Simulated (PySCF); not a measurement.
# C6H8, SMILES `C=CC=CC=C`: electronic structure

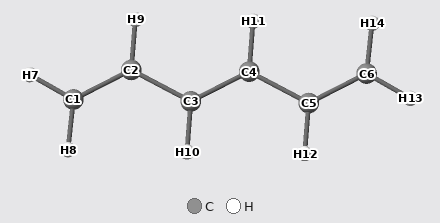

The molecule, with its atoms numbered as below. No frequency check shows the geometry to be a minimum.

Cartesian coordinates (Å):

```
C1       3.0430    0.1668    0.0000
C2       1.8488   -0.4222    0.0000
C3       0.6026    0.2965    0.0000
C4      -0.6026   -0.2965    0.0000
C5      -1.8488    0.4222    0.0000
C6      -3.0430   -0.1668    0.0000
H7       3.9589   -0.3984    0.0000
H8       3.1413    1.2401    0.0000
H9       1.7781   -1.5027    0.0000
H10      0.6676    1.3776    0.0000
H11     -0.6676   -1.3776    0.0000
H12     -1.7781    1.5027    0.0000
H13     -3.9589    0.3984    0.0000
H14     -3.1413   -1.2401    0.0000
```

### 1. Bonding charge

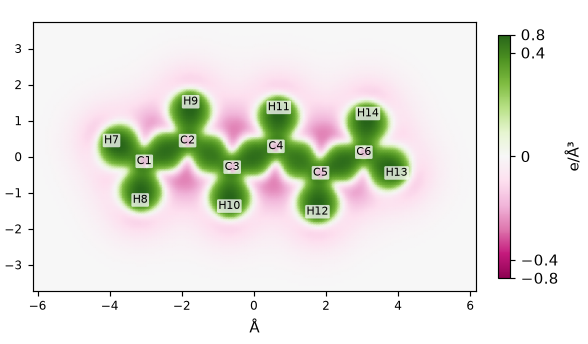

Deformation density (molecule less spherical, spin-averaged free atoms) in the molecular plane; colour scale in e/Å³, logarithmic beyond ±0.1; green: gain, pink: loss.

PySCF calculation, TPSS/aug-cc-pVDZ, gas phase; geometry: GFN2-xTB.

**How much density has each bond in this plane gained at its critical point, relative to the free atoms?**

C1–H7 and C6–H13: +0.69 e/Å³ at the bond critical point (bond length 1.08 Å). C2–H9 and C5–H12: +0.68 e/Å³ at the bond critical point (bond length 1.08 Å). C1–H8 and C6–H14: +0.68 e/Å³ at the bond critical point (bond length 1.08 Å). C3–H10 and C4–H11: +0.68 e/Å³ at the bond critical point (bond length 1.08 Å). C1–C2 and C5–C6: +0.66 e/Å³ at the bond critical point (bond length 1.33 Å). C3–C4: +0.65 e/Å³ at the bond critical point (bond length 1.34 Å). C2–C3 and C4–C5: +0.53 e/Å³ at the bond critical point (bond length 1.44 Å). In all, 3.0 electrons gather in the regions of gain relative to the promolecule.

### 2. Bond critical points

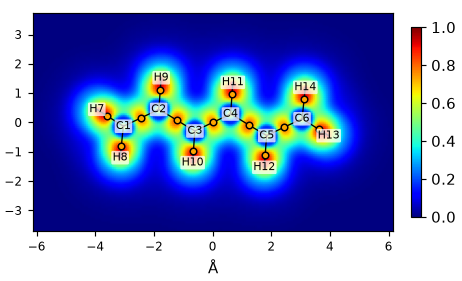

Localised orbital locator (LOL) in the molecular plane, with bond paths and bond critical points (dots).

**What values does LOL take at the bond critical points in this plane?**

C2–H9 and C5–H12: about 0.89; C1–H7 and C6–H13: about 0.89; C3–H10 and C4–H11: about 0.89; C1–H8 and C6–H14: about 0.89; C2–C3 and C4–C5: about 0.82; C3–C4: about 0.79; C1–C2 and C5–C6: about 0.78. Values above 0.5 mark slow, localised electrons, as in shared pairs; low values at a critical point mark a polar or closed-shell contact whose critical point lies between the shells.

**Where along C1–H7 does the critical point lie?**

0.68 Å from C1 and 0.40 Å from H7.

### 3. Electrostatic potential

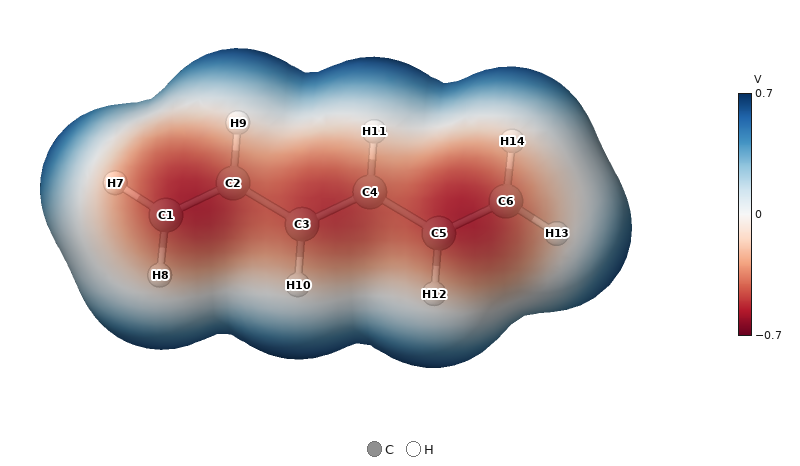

Electrostatic potential on the surface of electron density 0.001 a.u.

**Where are the extremes of the potential on the surface?**

Highest: 0.66 V, 1.3 Å from H11. Lowest: −0.57 V, off the C5–C6 bond (2.2 Å from its atoms), and at like points elsewhere. The surface is sampled at points, so like sites can differ by a few per cent and only the strongest of them is named.

### 4. Excited states

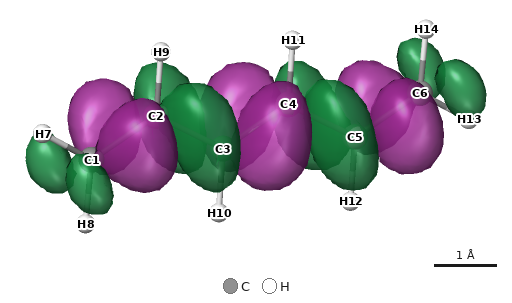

Unrelaxed difference density of S₂ less the ground state (TDA singlet states), ±0.01 e/Å³; green: gain, purple: loss.

PySCF calculation, PBE/def2-SVP, gas phase; geometry: GFN2-xTB. Without diffuse functions Rydberg states are missing, so the states' numbers hold for this basis only.

**How does the charge move on excitation?**

0.29 e is displaced in all, mostly between regions of the same atoms. The state: 5.32 eV (233 nm), f = 1.653 (bright), π → π*; the leading pair carries 91 %; hole on C1 and C6 (21 % each), C3 and C4 (14 % each) and C2 and C5 (10 % each), electron on C1 and C6 (20 % each), C3 and C4 (12 % each) and C2 and C5 (11 % each); their centroids lie 0.0 Å apart; S₁ lies within 0.1 eV of it.

### 5. The π system

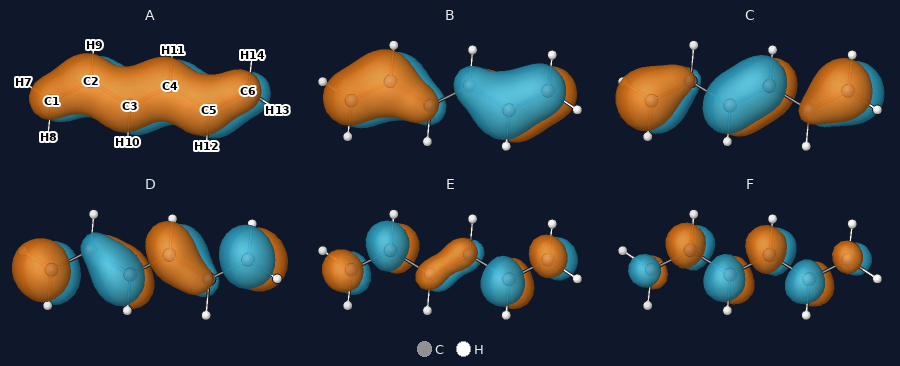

Natural orbitals of the π active space, CASSCF(6,6), triplet state at the geometry of the singlet, in order of falling occupation.

Computed with PySCF, def2-SVP basis, geometry: GFN2-xTB.

**What are the natural occupation numbers?**

A 1.91, B 1.86, C 1.08, D 0.93, E 0.14, F 0.08.

**Where does the lowest triplet lie relative to the singlet, at this geometry and within this active space?**

2.83 eV above it by strongly contracted NEVPT2 (+2.86 eV by CASSCF); a small basis tends to put such gaps a few tenths of an eV too high. This is a vertical energy for π states alone; a state that uses lone pairs or σ orbitals may lie lower.

The PySCF runs shown took 97 s, 3 min and 64 s on 1 thread of Arm Neoverse V1, with other jobs on the host.
